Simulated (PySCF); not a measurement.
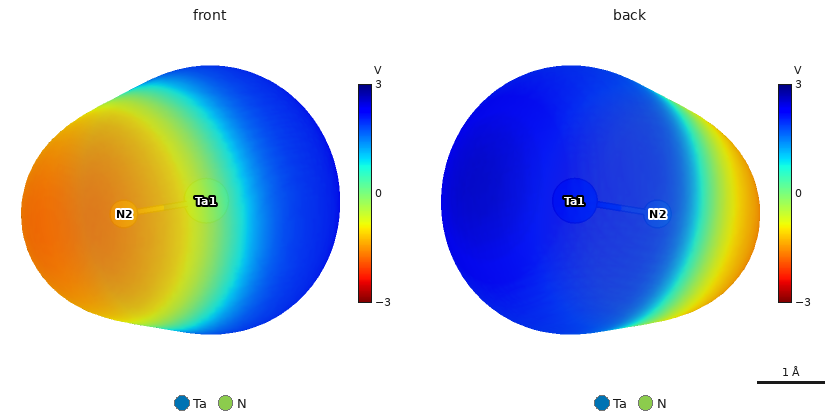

*TaN. The molecular electrostatic potential painted on the density surface at 0.004 e/bohr³, seen from the front and from behind; the colour scale runs from red (negative) to blue (positive).*

Core potentials replace the inner electrons of Ta.

The calculation used PySCF 2.14.0, PBE0/cc-pVDZ(-PP), non-relativistic Hamiltonian with scalar-relativistic core potentials where named, at a bond length of 1.662 Å.

```xyz
2

Ta    0.0000    0.0000   -0.1194
N     0.0000    0.0000    1.5426
```

> Describe the electrostatic potential map.

The most negative region (about −1.8 V, or −42 kcal/mol for a unit charge) lies over N2, the most positive (about +2.6 V, or +60 kcal/mol for a unit charge) over Ta1. N2 is the likeliest acceptor of a hydrogen bond.
